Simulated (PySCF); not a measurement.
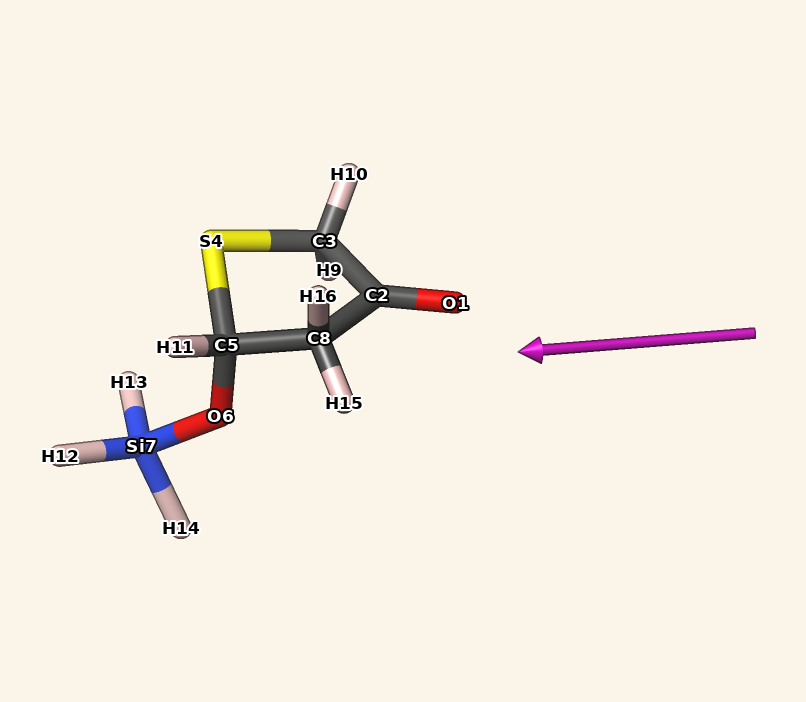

The arrow beside the molecule shows the direction of the dipole moment, from the negative to the positive end (its length means nothing). Computed geometry: GFN2-xTB optimisation. No frequency run is at hand to confirm it as a minimum. Properties computed with ωB97X-D/def2-SVPD, gas phase (PySCF 2.14.0).

### How large is the dipole moment?

2.26 D; it points from the side of O1 to the side of H12 (the outermost atoms at the two ends).

The geometry is semi-empirical. Around Si such bond lengths and angles can be off by a tenth of an ångström or more and by several degrees, and values that hang on the shape move with them.
